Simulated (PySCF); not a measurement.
# BH$_{4}$ (charge −1): single-point calculation

- system: BH$_{4}$, charge −1
- method: RKS PBE-D4/def2-SVPD (PySCF 2.14.0)

The geometry comes from this level: GFN2-xTB.

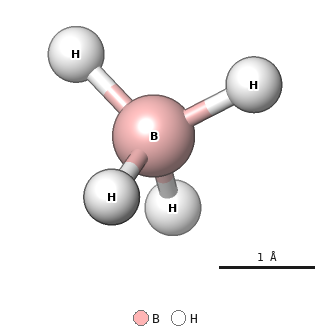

The input geometry (ball-and-stick view, seen at a tilt). Bond lengths as drawn: B–H 1.23 Å.

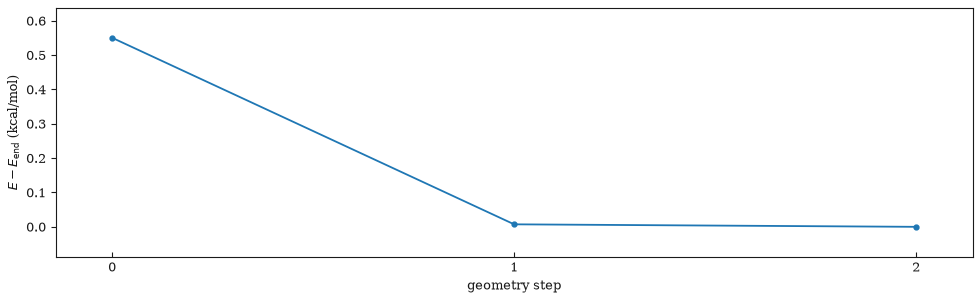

Progress of the relaxation, step by step (steps are counted from 0).

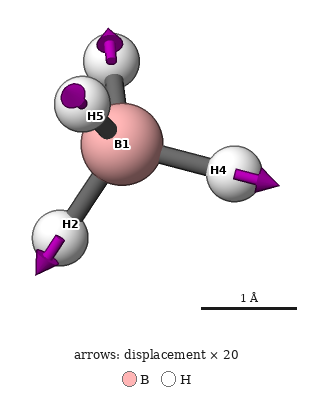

The starting structure with the displacements as pink arrows, magnified 20 times (ball-and-stick view, seen at a tilt). The two geometries are laid on each other by the best rigid fit. The largest moves after the best rigid fit, 0.025 Å, are those of H2, H3, H4 and H5. B stays in place. Distances before and after: B1–H2 1.228 → 1.253 Å. Over 2 geometry steps the energy falls by 0.55 kcal/mol. (Atoms are counted from 1 in the order of the input.)

The input and output of the run follow.

Input
```python
import json, numpy as np
from pyscf import gto, scf, dft, mp, cc, lib
mol = gto.M(atom="""
B     -0.000140    -0.000080     0.000150
H     -0.782460    -0.824900    -0.465530
H      0.165890    -0.223420     1.196660
H     -0.459990     1.129700    -0.147010
H      1.077370    -0.080020    -0.585070
""", basis='def2-SVPD', charge=-1, spin=0, verbose=3, max_memory=4000)
def mean_field(mol):
    mf = dft.RKS(mol, xc='pbe').density_fit()
    mf.grids.level = 3
    mf.disp = "d4"
    mf.conv_tol = 1e-10; mf.chkfile = None; mf.max_cycle = 100
    return mf
last = {}
def solved(mol):
    mf = mean_field(mol); mf.kernel(last.get('dm'))
    if not mf.converged: mf = mf.newton().run(mf.mo_coeff, mf.mo_occ).undo_soscf()
    assert mf.converged
    last['dm'] = mf.make_rdm1()
    return mf
out = {}
def energy(mol, gradient=False):
    mf = out['mf'] = solved(mol)
    e = mf.e_tot
    out.update(e=e, ref=mf.e_tot)
    if not gradient: return e
    return e, mf.nuc_grad_method().kernel()
from pyscf.geomopt import as_pyscf_method, geometric_solver
def step(mol):
    mol.verbose = 0; e, g = energy(mol, True)
    print('step  E = %.8f Eh   largest gradient = %.2e Eh/bohr' % (e, abs(g).max()), flush=True); out.setdefault('path', []).append(e)
    return e, g
done, mol = geometric_solver.kernel(as_pyscf_method(mol, step), maxsteps=200, convergence_gmax=5.8e-04, convergence_grms=3.9e-04, convergence_dmax=0.03, convergence_drms=2.0e-02, convergence_energy=0.0001, logIni='quiet.ini')
assert done
print('relaxation converged; final geometry (angstrom):')
print(mol.tostring('raw'))
mol.verbose = 3
print('Total energy: %.8f Eh' % energy(mol))
mf = out.pop('mf')
out['dipole'] = mf.dip_moment(unit='Debye').tolist()
out['x'] = mol.atom_coords(unit='angstrom').tolist()
json.dump(out, open('result.json', 'w'))
```

Launched with:
```bash
OMP_NUM_THREADS=2 python input.py
```

What the program printed
```
step  E = -27.17474936 Eh   largest gradient = 9.26e-03 Eh/bohr
step  E = -27.17561534 Eh   largest gradient = 1.04e-03 Eh/bohr
step  E = -27.17562696 Eh   largest gradient = 5.79e-05 Eh/bohr
relaxation converged; final geometry (angstrom):
B           0.00004680        0.00021126       -0.00013332
H          -0.79794498       -0.84140495       -0.47541643
H           0.16925611       -0.22740744        1.22074339
H          -0.47005231        1.15254401       -0.14928634
H           1.09922041       -0.08256016       -0.59687820
converged SCF energy = -27.1756269570556
Total energy: -27.17562696 Eh
WARN: System has nonzero charge -1; the dipole moment is origin-dependent.
Location of origin: [0. 0. 0.]
Dipole moment(X, Y, Z, Debye): -0.00049, -0.00135,  0.00095
```

Results in brief

```json
{"quantity": "outcome", "value": "converged"}
{"quantity": "total energy", "value": "−739.4865 eV"}
{"quantity": "hardware", "value": "2 threads of Arm Neoverse V2, 24 GiB of memory available, shared host"}
{"quantity": "wall time", "value": "3.5 s (CPU time 5.7 s)"}
{"quantity": "peak memory", "value": "0.45 GiB"}
```
